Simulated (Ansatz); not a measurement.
# AlAsH₃ (doublet): wB97M-V, B2PLYP, RPA-PBE over vertical spin and charge gaps and displaced geometries, cc-pVDZ

How well do these functionals follow the top wave-function level for AlAsH₃ (doublet) over vertical spin and charge gaps and displaced geometries?

Program: Ansatz 0.2.0, Gaussian basis. Level of theory: cc-pVDZ, all electrons in the functionals, frozen cores in the correlation of double hybrids and RPA. These are calculated values, not measurements.

To be run: wB97M-V, B2PLYP, RPA-PBE, at charge 0, doublet; charge 0, quartet; charge 1, singlet; charge 1, triplet; displaced geometry v1; displaced geometry v2.

24 further runs of the same task are left out: 3 for a known fault of the program, 9 that didn't finish, 12 set aside as unsound or not needed.

## Step 1: The geometry

The geometry is a PBE0/def2-TZVP stationary point (not a proven minimum). No spin-orbit coupling is included. The filled d shell of As may be among the frozen orbitals whatever the setting's name suggests; the logs give the count.

5 atoms, charge 0, spin multiplicity 2.

Atoms are counted from 1 here; the program's logs count them from 0.

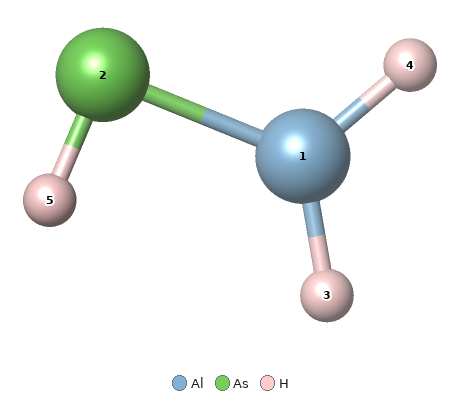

The structure; aluminium light blue, arsenic green, hydrogen pink; atoms are numbered from 1 in the order of the file.

No dispersion term is added; wB97M-V holds VV10 nonlocal correlation.

The geometry shown and the zero of energy belong to the point charge 0, doublet. The yardstick, UCCSDT(Q), and other wave-function levels (R restricted, U unrestricted, valence and pair active spaces) come from earlier runs.

## Step 2: wB97M-V, charge 0, doublet

File in.yaml:

```yaml
crystal:
  periodic: [false, false, false]
  atoms:
    - {symbol: Al, position_ang: [0.000000, 0.020463, 1.750773]}
    - {symbol: As, position_ang: [0.000000, -0.027757, -0.688843]}
    - {symbol: H, position_ang: [0.000000, 1.383794, 2.563130]}
    - {symbol: H, position_ang: [0.000000, -1.367803, 2.519896]}
    - {symbol: H, position_ang: [0.000000, 1.499472, -0.746751]}
basis:
  gaussian: {orbitals: cc-pVDZ}
magnetization: {spin_polarized: true, initial_magnetization: 1}
hamiltonian: {xc: {name: wB97M-V}}
output: {forces: true, orbitals: {seedname: orbitals}}
```

Started as:

```console
ansatz run in.yaml --threads 1 --pin off --events-out ev --progress --plain --max-ram 2393MiB
```

Output (excerpt; [...] marks lines left out):

```text
Functional definition: wB97M-V
  name "wB97M-V"
  cite "Mardirossian & Head-Gordon, J. Chem. Phys. 144, 214110 (2016) doi:10.1063/1.4952647"
  cite "Becke, J. Chem. Phys. 107, 8554 (1997) doi:10.1063/1.475007"
  cite "Vydrov & Van Voorhis, J. Chem. Phys. 133, 244103 (2010) doi:10.1063/1.3521275"
  # Of w^i u^j: cxij and so on, Table III.
[...]
  gx(w, u) = 1 - cx + cx01*u + cx10*w
  gss(w, u) = css00 + css04*u^4 + css10*w + css20*w^2 + css43*w^4*u^3
  gos(w, u) = cos00 + cos10*w + (cos20 + cos21*u)*w^2 + (cos60 + cos61*u)*w^6
[...]
      + integral(e_c_pw_mod_opposite_spin*gos(b97_w_opposite, b97_u_opposite)) + vv10(b, c)
639 factors; integrals over basis functions are off by at most 1.3e-3 eV
204 factors; integrals over basis functions are off by at most 6.1e-6 eV
[...]
mean field -67481.16798517 eV, -2479.8871830764 hartree, gradient 3.0e-5 eV, S^2 0.752272; 1 other end points of the search recorded, 0 dependent functions left out
[...]
reference -67481.16802939 eV, -2479.8871847014 hartree; 25, 24 occupied and 35, 36 virtual orbitals, 639 factors
Total energy: -67481.16802939 eV, -2479.8871847014 hartree
Atom 0 at     0.000000     0.020463     1.750773 Å, force    -0.000000    -0.006203     0.016958 eV/Å
Atom 1 at     0.000000    -0.027757    -0.688843 Å, force     0.000000    -0.002564     0.015845 eV/Å
Atom 2 at     0.000000     1.383794     2.563130 Å, force     0.000000    -0.009466    -0.021996 eV/Å
Atom 3 at     0.000000    -1.367803     2.519896 Å, force    -0.000000     0.008380    -0.009462 eV/Å
Atom 4 at     0.000000     1.499472    -0.746751 Å, force     0.000000     0.009854    -0.001344 eV/Å
Dipole moment:     0.000000     0.064306     0.059106 e Å
```

Wall time 35 s (1 thread of Intel Xeon at 2.50GHz, shared host); peak memory 0.28 GiB.

From the report: ⟨S²⟩ of the determinant 0.752 (pure doublet: 0.75).

## Step 3: wB97M-V, charge 0, quartet

in.yaml: that of step 2 with these lines changed.

```diff
@@ -10,3 +10,3 @@
   gaussian: {orbitals: cc-pVDZ}
-magnetization: {spin_polarized: true, initial_magnetization: 1}
+magnetization: {spin_polarized: true, initial_magnetization: 3}
 hamiltonian: {xc: {name: wB97M-V}}
```

Same command.

Output (excerpt; [...] marks lines left out):

```text
Functional definition: wB97M-V
  name "wB97M-V"
  cite "Mardirossian & Head-Gordon, J. Chem. Phys. 144, 214110 (2016) doi:10.1063/1.4952647"
  cite "Becke, J. Chem. Phys. 107, 8554 (1997) doi:10.1063/1.475007"
  cite "Vydrov & Van Voorhis, J. Chem. Phys. 133, 244103 (2010) doi:10.1063/1.3521275"
  # Of w^i u^j: cxij and so on, Table III.
[...]
  gx(w, u) = 1 - cx + cx01*u + cx10*w
  gss(w, u) = css00 + css04*u^4 + css10*w + css20*w^2 + css43*w^4*u^3
  gos(w, u) = cos00 + cos10*w + (cos20 + cos21*u)*w^2 + (cos60 + cos61*u)*w^6
[...]
      + integral(e_c_pw_mod_opposite_spin*gos(b97_w_opposite, b97_u_opposite)) + vv10(b, c)
639 factors; integrals over basis functions are off by at most 1.3e-3 eV
204 factors; integrals over basis functions are off by at most 6.1e-6 eV
[...]
mean field -67476.99062124 eV, -2479.7336677837 hartree, gradient 7.2e-5 eV, S^2 3.755104; 3 other end points of the search recorded, 0 dependent functions left out
[...]
reference -67476.99066274 eV, -2479.7336693089 hartree; 26, 23 occupied and 34, 37 virtual orbitals, 639 factors
Total energy: -67476.99066274 eV, -2479.7336693089 hartree
Atom 0 at     0.000000     0.020463     1.750773 Å, force    -0.000000    -0.505913     3.048482 eV/Å
Atom 1 at     0.000000    -0.027757    -0.688843 Å, force     0.000000     0.378753    -1.457920 eV/Å
Atom 2 at     0.000000     1.383794     2.563130 Å, force    -0.000000     0.362778    -0.702297 eV/Å
Atom 3 at     0.000000    -1.367803     2.519896 Å, force    -0.000000    -0.179982    -0.548308 eV/Å
Atom 4 at     0.000000     1.499472    -0.746751 Å, force     0.000000    -0.055636    -0.339957 eV/Å
Dipole moment:     0.000000     0.103493    -1.010374 e Å
```

Run time: 26 s. Hardware: 1 thread of Intel Xeon at 2.50GHz, shared host; peak memory 0.29 GiB.

From the report: ⟨S²⟩ of the determinant 3.755 (pure quartet: 3.75).

From charge 0, doublet: +403.1 kJ/mol.

## Step 4: wB97M-V, charge 1, singlet

in.yaml: that of step 3 with these lines changed.

```diff
@@ -10,4 +10,5 @@
   gaussian: {orbitals: cc-pVDZ}
-magnetization: {spin_polarized: true, initial_magnetization: 3}
+total_charge: 1
+magnetization: {spin_polarized: true, initial_magnetization: 0}
 hamiltonian: {xc: {name: wB97M-V}}
-output: {forces: true, orbitals: {seedname: orbitals}}
+output: {orbitals: {seedname: orbitals}}
```

Launched as before.

Output (excerpt; [...] marks lines left out):

```text
Functional definition: wB97M-V
  name "wB97M-V"
  cite "Mardirossian & Head-Gordon, J. Chem. Phys. 144, 214110 (2016) doi:10.1063/1.4952647"
  cite "Becke, J. Chem. Phys. 107, 8554 (1997) doi:10.1063/1.475007"
  cite "Vydrov & Van Voorhis, J. Chem. Phys. 133, 244103 (2010) doi:10.1063/1.3521275"
  # Of w^i u^j: cxij and so on, Table III.
[...]
  gx(w, u) = 1 - cx + cx01*u + cx10*w
  gss(w, u) = css00 + css04*u^4 + css10*w + css20*w^2 + css43*w^4*u^3
  gos(w, u) = cos00 + cos10*w + (cos20 + cos21*u)*w^2 + (cos60 + cos61*u)*w^6
[...]
      + integral(e_c_pw_mod_opposite_spin*gos(b97_w_opposite, b97_u_opposite)) + vv10(b, c)
639 factors; integrals over basis functions are off by at most 1.3e-3 eV
204 factors; integrals over basis functions are off by at most 6.1e-6 eV
[...]
mean field -67472.04962082 eV, -2479.5520893673 hartree, gradient 1.4e-5 eV, S^2 0.534916; 5 other end points of the search recorded, 0 dependent functions left out
reference -67472.04966661 eV, -2479.5520910499 hartree; 24, 24 occupied and 36, 36 virtual orbitals, 639 factors
Total energy: -67472.04966661 eV, -2479.5520910499 hartree
```

Run time: 46 s. Hardware: 1 thread of Intel Xeon at 2.50GHz, shared host; peak memory 0.29 GiB.

From the report: ⟨S²⟩ of the determinant 0.535 (pure singlet: 0.00). The determinant is far from a pure spin state, so its energy mixes those of several spin states (harmless only where they are near-degenerate, as at dissociation).

From charge 0, doublet: +879.8 kJ/mol.

## Step 5: wB97M-V, charge 1, triplet

in.yaml: that of step 4 with these lines changed.

```diff
@@ -11,3 +11,3 @@
 total_charge: 1
-magnetization: {spin_polarized: true, initial_magnetization: 0}
+magnetization: {spin_polarized: true, initial_magnetization: 2}
 hamiltonian: {xc: {name: wB97M-V}}
```

The command is unchanged.

Output (excerpt; [...] marks lines left out):

```text
Functional definition: wB97M-V
  name "wB97M-V"
  cite "Mardirossian & Head-Gordon, J. Chem. Phys. 144, 214110 (2016) doi:10.1063/1.4952647"
  cite "Becke, J. Chem. Phys. 107, 8554 (1997) doi:10.1063/1.475007"
  cite "Vydrov & Van Voorhis, J. Chem. Phys. 133, 244103 (2010) doi:10.1063/1.3521275"
  # Of w^i u^j: cxij and so on, Table III.
[...]
  gx(w, u) = 1 - cx + cx01*u + cx10*w
  gss(w, u) = css00 + css04*u^4 + css10*w + css20*w^2 + css43*w^4*u^3
  gos(w, u) = cos00 + cos10*w + (cos20 + cos21*u)*w^2 + (cos60 + cos61*u)*w^6
[...]
      + integral(e_c_pw_mod_opposite_spin*gos(b97_w_opposite, b97_u_opposite)) + vv10(b, c)
639 factors; integrals over basis functions are off by at most 1.3e-3 eV
204 factors; integrals over basis functions are off by at most 6.1e-6 eV
[...]
mean field -67471.97124188 eV, -2479.5492089943 hartree, gradient 6.2e-5 eV, S^2 2.005692; 0 other end points of the search recorded, 0 dependent functions left out
reference -67471.97128680 eV, -2479.5492106451 hartree; 25, 23 occupied and 35, 37 virtual orbitals, 639 factors
Total energy: -67471.97128680 eV, -2479.5492106451 hartree
```

Run time: 22 s. Hardware: 1 thread of Intel Xeon at 2.50GHz, shared host; peak memory 0.28 GiB.

From the report: ⟨S²⟩ of the determinant 2.006 (pure triplet: 2.00).

From charge 0, doublet: +887.4 kJ/mol.

## Step 6: wB97M-V, displaced geometry v1

File in.yaml:

```yaml
crystal:
  periodic: [false, false, false]
  atoms:
    - {symbol: Al, position_ang: [0.001618, 0.031797, 1.760208]}
    - {symbol: As, position_ang: [0.000785, -0.032566, -0.690561]}
    - {symbol: H, position_ang: [0.048749, 1.438295, 2.518799]}
    - {symbol: H, position_ang: [-0.054028, -1.376116, 2.505367]}
    - {symbol: H, position_ang: [-0.096412, 1.507338, -0.812769]}
basis:
  gaussian: {orbitals: cc-pVDZ}
magnetization: {spin_polarized: true, initial_magnetization: 1}
hamiltonian: {xc: {name: wB97M-V}}
output: {orbitals: {seedname: orbitals}}
```

Same command.

Output (excerpt; [...] marks lines left out):

```text
Functional definition: wB97M-V
  name "wB97M-V"
  cite "Mardirossian & Head-Gordon, J. Chem. Phys. 144, 214110 (2016) doi:10.1063/1.4952647"
  cite "Becke, J. Chem. Phys. 107, 8554 (1997) doi:10.1063/1.475007"
  cite "Vydrov & Van Voorhis, J. Chem. Phys. 133, 244103 (2010) doi:10.1063/1.3521275"
  # Of w^i u^j: cxij and so on, Table III.
[...]
  gx(w, u) = 1 - cx + cx01*u + cx10*w
  gss(w, u) = css00 + css04*u^4 + css10*w + css20*w^2 + css43*w^4*u^3
  gos(w, u) = cos00 + cos10*w + (cos20 + cos21*u)*w^2 + (cos60 + cos61*u)*w^6
[...]
      + integral(e_c_pw_mod_opposite_spin*gos(b97_w_opposite, b97_u_opposite)) + vv10(b, c)
639 factors; integrals over basis functions are off by at most 1.2e-3 eV
205 factors; integrals over basis functions are off by at most 8.0e-6 eV
[...]
mean field -67481.15627856 eV, -2479.8867528663 hartree, gradient 2.8e-5 eV, S^2 0.752299; 2 other end points of the search recorded, 0 dependent functions left out
reference -67481.15632276 eV, -2479.8867544909 hartree; 25, 24 occupied and 35, 36 virtual orbitals, 639 factors
Total energy: -67481.15632276 eV, -2479.8867544909 hartree
```

Wall time 27 s (1 thread of Intel Xeon at 2.50GHz, shared host); peak memory 0.28 GiB.

From the report: ⟨S²⟩ of the determinant 0.752 (pure doublet: 0.75).

From charge 0, doublet: +1.1 kJ/mol.

## Step 7: wB97M-V, displaced geometry v2

File in.yaml:

```yaml
crystal:
  periodic: [false, false, false]
  atoms:
    - {symbol: Al, position_ang: [0.119663, 0.016422, 1.743034]}
    - {symbol: As, position_ang: [-0.045211, -0.023424, -0.684988]}
    - {symbol: H, position_ang: [0.031409, 1.355703, 2.558805]}
    - {symbol: H, position_ang: [0.114517, -1.451163, 2.533785]}
    - {symbol: H, position_ang: [0.011459, 1.396979, -0.835745]}
basis:
  gaussian: {orbitals: cc-pVDZ}
magnetization: {spin_polarized: true, initial_magnetization: 1}
hamiltonian: {xc: {name: wB97M-V}}
output: {forces: true, orbitals: {seedname: orbitals}}
```

Same command.

Output (excerpt; [...] marks lines left out):

```text
Functional definition: wB97M-V
  name "wB97M-V"
  cite "Mardirossian & Head-Gordon, J. Chem. Phys. 144, 214110 (2016) doi:10.1063/1.4952647"
  cite "Becke, J. Chem. Phys. 107, 8554 (1997) doi:10.1063/1.475007"
  cite "Vydrov & Van Voorhis, J. Chem. Phys. 133, 244103 (2010) doi:10.1063/1.3521275"
  # Of w^i u^j: cxij and so on, Table III.
[...]
  gx(w, u) = 1 - cx + cx01*u + cx10*w
  gss(w, u) = css00 + css04*u^4 + css10*w + css20*w^2 + css43*w^4*u^3
  gos(w, u) = cos00 + cos10*w + (cos20 + cos21*u)*w^2 + (cos60 + cos61*u)*w^6
[...]
      + integral(e_c_pw_mod_opposite_spin*gos(b97_w_opposite, b97_u_opposite)) + vv10(b, c)
639 factors; integrals over basis functions are off by at most 1.0e-3 eV
204 factors; integrals over basis functions are off by at most 7.7e-6 eV
[...]
mean field -67481.01235581 eV, -2479.8814638029 hartree, gradient 7.0e-5 eV, S^2 0.752216; 2 other end points of the search recorded, 0 dependent functions left out
[...]
reference -67481.01239998 eV, -2479.8814654264 hartree; 25, 24 occupied and 35, 36 virtual orbitals, 639 factors
Total energy: -67481.01239998 eV, -2479.8814654264 hartree
Atom 0 at     0.119663     0.016422     1.743034 Å, force    -0.223347    -0.891788     0.328127 eV/Å
Atom 1 at    -0.045211    -0.023424    -0.684988 Å, force    -0.047250    -2.277938     0.136092 eV/Å
Atom 2 at     0.031409     1.355703     2.558805 Å, force     0.078691     0.165049     0.117623 eV/Å
Atom 3 at     0.114517    -1.451163     2.533785 Å, force     0.088982     0.804336    -0.448898 eV/Å
Atom 4 at     0.011459     1.396979    -0.835745 Å, force     0.102925     2.200341    -0.132945 eV/Å
Dipole moment:     0.063287     0.131525     0.041574 e Å
```

It took 29 s on 1 thread of Intel Xeon at 2.50GHz, shared host; peak memory 0.28 GiB.

From the report: ⟨S²⟩ of the determinant 0.752 (pure doublet: 0.75).

From charge 0, doublet: +15.0 kJ/mol.

## Step 8: B2PLYP, charge 0, doublet

File in.yaml:

```yaml
crystal:
  periodic: [false, false, false]
  atoms:
    - {symbol: Al, position_ang: [0.000000, 0.020463, 1.750773]}
    - {symbol: As, position_ang: [0.000000, -0.027757, -0.688843]}
    - {symbol: H, position_ang: [0.000000, 1.383794, 2.563130]}
    - {symbol: H, position_ang: [0.000000, -1.367803, 2.519896]}
    - {symbol: H, position_ang: [0.000000, 1.499472, -0.746751]}
basis:
  gaussian: {orbitals: cc-pVDZ}
magnetization: {spin_polarized: true, initial_magnetization: 1}
hamiltonian: {xc: {name: B2PLYP}}
correlation: {electrons: outside_noble_gas}
```

The command is unchanged.

Output (excerpt; [...] marks lines left out):

```text
Functional definition: B2PLYP
  name "B2PLYP"
  cite "Grimme, J. Chem. Phys. 124, 034108 (2006) doi:10.1063/1.2148954"
  cite "Becke, Phys. Rev. A 38, 3098 (1988) doi:10.1103/PhysRevA.38.3098"
  cite "Lee, Yang & Parr, Phys. Rev. B 37, 785 (1988) doi:10.1103/PhysRevB.37.785"
[...]
639 factors; integrals over basis functions are off by at most 1.3e-3 eV
[...]
mean field -67468.97378910 eV, -2479.4390546363 hartree, gradient 5.5e-6 eV, S^2 0.754088; 2 other end points of the search recorded, 0 dependent functions left out
19 core orbitals not correlated: weight in the atoms' cores, before any rotation towards them, 1.000 or more for the frozen orbitals, at most 0.000 for the correlated occupied ones
reference -67468.97393486 eV, -2479.4390599929 hartree; 6, 5 occupied and 35, 36 virtual orbitals, 639 factors
second order -5.34470918 eV of doubles, -0.00000000 eV of singles
Total energy: -67470.41700634 eV, -2479.4920918916 hartree
```

Wall time 15 s (1 thread of Intel Xeon at 2.50GHz, shared host).

From the report: ⟨S²⟩ of the determinant 0.754 (pure doublet: 0.75).

## Step 9: B2PLYP, charge 0, quartet

in.yaml: that of step 8 with these lines changed.

```diff
@@ -10,3 +10,3 @@
   gaussian: {orbitals: cc-pVDZ}
-magnetization: {spin_polarized: true, initial_magnetization: 1}
+magnetization: {spin_polarized: true, initial_magnetization: 3}
 hamiltonian: {xc: {name: B2PLYP}}
```

Launched as before.

Output (excerpt; [...] marks lines left out):

```text
Functional definition: B2PLYP
  name "B2PLYP"
  cite "Grimme, J. Chem. Phys. 124, 034108 (2006) doi:10.1063/1.2148954"
  cite "Becke, Phys. Rev. A 38, 3098 (1988) doi:10.1103/PhysRevA.38.3098"
  cite "Lee, Yang & Parr, Phys. Rev. B 37, 785 (1988) doi:10.1103/PhysRevB.37.785"
[...]
639 factors; integrals over basis functions are off by at most 1.3e-3 eV
[...]
mean field -67464.94980312 eV, -2479.2911758792 hartree, gradient 3.8e-6 eV, S^2 3.760233; 4 other end points of the search recorded, 0 dependent functions left out
19 core orbitals not correlated: weight in the atoms' cores, before any rotation towards them, 1.000 or more for the frozen orbitals, at most 0.000 for the correlated occupied ones
reference -67464.94995455 eV, -2479.2911814441 hartree; 7, 4 occupied and 34, 37 virtual orbitals, 639 factors
second order -5.10458953 eV of doubles, -0.00000000 eV of singles
Total energy: -67466.32819372 eV, -2479.3418307995 hartree
```

Run time: 11 s. Hardware: 1 thread of Intel Xeon at 2.50GHz, shared host.

From the report: ⟨S²⟩ of the determinant 3.760 (pure quartet: 3.75).

From charge 0, doublet: +394.5 kJ/mol.

## Step 10: B2PLYP, charge 1, singlet

in.yaml: that of step 9 with these lines changed.

```diff
@@ -10,3 +10,4 @@
   gaussian: {orbitals: cc-pVDZ}
-magnetization: {spin_polarized: true, initial_magnetization: 3}
+total_charge: 1
+magnetization: {spin_polarized: true, initial_magnetization: 0}
 hamiltonian: {xc: {name: B2PLYP}}
```

Launched as before.

Output (excerpt; [...] marks lines left out):

```text
Functional definition: B2PLYP
  name "B2PLYP"
  cite "Grimme, J. Chem. Phys. 124, 034108 (2006) doi:10.1063/1.2148954"
  cite "Becke, Phys. Rev. A 38, 3098 (1988) doi:10.1103/PhysRevA.38.3098"
  cite "Lee, Yang & Parr, Phys. Rev. B 37, 785 (1988) doi:10.1103/PhysRevB.37.785"
[...]
639 factors; integrals over basis functions are off by at most 1.3e-3 eV
[...]
mean field -67460.09211970 eV, -2479.1126593062 hartree, gradient 2.7e-6 eV, S^2 0.668793; 7 other end points of the search recorded, 0 dependent functions left out
19 core orbitals not correlated: weight in the atoms' cores, before any rotation towards them, 1.000 or more for the frozen orbitals, at most 0.000 for the correlated occupied ones
reference -67460.09226907 eV, -2479.1126647954 hartree; 5, 5 occupied and 36, 36 virtual orbitals, 639 factors
second order -4.61185737 eV of doubles, -0.00000000 eV of singles
Total energy: -67461.33747056 eV, -2479.1584251061 hartree
```

Run time: 17 s. Hardware: 1 thread of Intel Xeon at 2.50GHz, shared host.

From the report: ⟨S²⟩ of the determinant 0.669 (pure singlet: 0.00). The determinant is far from a pure spin state, so its energy mixes those of several spin states (harmless only where they are near-degenerate, as at dissociation).

From charge 0, doublet: +876.0 kJ/mol.

## Step 11: B2PLYP, charge 1, triplet

in.yaml: that of step 10 with these lines changed.

```diff
@@ -11,3 +11,3 @@
 total_charge: 1
-magnetization: {spin_polarized: true, initial_magnetization: 0}
+magnetization: {spin_polarized: true, initial_magnetization: 2}
 hamiltonian: {xc: {name: B2PLYP}}
```

Launched as before.

Output (excerpt; [...] marks lines left out):

```text
Functional definition: B2PLYP
  name "B2PLYP"
  cite "Grimme, J. Chem. Phys. 124, 034108 (2006) doi:10.1063/1.2148954"
  cite "Becke, Phys. Rev. A 38, 3098 (1988) doi:10.1103/PhysRevA.38.3098"
  cite "Lee, Yang & Parr, Phys. Rev. B 37, 785 (1988) doi:10.1103/PhysRevB.37.785"
[...]
639 factors; integrals over basis functions are off by at most 1.3e-3 eV
[...]
mean field -67460.04939165 eV, -2479.1110890792 hartree, gradient 9.0e-6 eV, S^2 2.009946; 0 other end points of the search recorded, 0 dependent functions left out
19 core orbitals not correlated: weight in the atoms' cores, before any rotation towards them, 1.000 or more for the frozen orbitals, at most 0.000 for the correlated occupied ones
reference -67460.04954051 eV, -2479.1110945500 hartree; 6, 4 occupied and 35, 37 virtual orbitals, 639 factors
second order -4.64245314 eV of doubles, -0.00000000 eV of singles
Total energy: -67461.30300286 eV, -2479.1571584416 hartree
```

Run time: 8 s. Hardware: 1 thread of Intel Xeon at 2.50GHz, shared host.

From the report: ⟨S²⟩ of the determinant 2.010 (pure triplet: 2.00).

From charge 0, doublet: +879.4 kJ/mol.

## Step 12: B2PLYP, displaced geometry v1

File in.yaml:

```yaml
crystal:
  periodic: [false, false, false]
  atoms:
    - {symbol: Al, position_ang: [0.001618, 0.031797, 1.760208]}
    - {symbol: As, position_ang: [0.000785, -0.032566, -0.690561]}
    - {symbol: H, position_ang: [0.048749, 1.438295, 2.518799]}
    - {symbol: H, position_ang: [-0.054028, -1.376116, 2.505367]}
    - {symbol: H, position_ang: [-0.096412, 1.507338, -0.812769]}
basis:
  gaussian: {orbitals: cc-pVDZ}
magnetization: {spin_polarized: true, initial_magnetization: 1}
hamiltonian: {xc: {name: B2PLYP}}
correlation: {electrons: outside_noble_gas}
```

Launched as before.

Output (excerpt; [...] marks lines left out):

```text
Functional definition: B2PLYP
  name "B2PLYP"
  cite "Grimme, J. Chem. Phys. 124, 034108 (2006) doi:10.1063/1.2148954"
  cite "Becke, Phys. Rev. A 38, 3098 (1988) doi:10.1103/PhysRevA.38.3098"
  cite "Lee, Yang & Parr, Phys. Rev. B 37, 785 (1988) doi:10.1103/PhysRevB.37.785"
[...]
639 factors; integrals over basis functions are off by at most 1.2e-3 eV
[...]
mean field -67468.96491278 eV, -2479.4387284376 hartree, gradient 3.8e-6 eV, S^2 0.754129; 2 other end points of the search recorded, 0 dependent functions left out
19 core orbitals not correlated: weight in the atoms' cores, before any rotation towards them, 1.000 or more for the frozen orbitals, at most 0.000 for the correlated occupied ones
reference -67468.96505872 eV, -2479.4387338010 hartree; 6, 5 occupied and 35, 36 virtual orbitals, 639 factors
second order -5.34885564 eV of doubles, -0.00000000 eV of singles
Total energy: -67470.40924975 eV, -2479.4918068422 hartree
```

Run time: 12 s. Hardware: 1 thread of Intel Xeon at 2.50GHz, shared host.

From the report: ⟨S²⟩ of the determinant 0.754 (pure doublet: 0.75).

From charge 0, doublet: +0.7 kJ/mol.

[end of part 1 of 2]
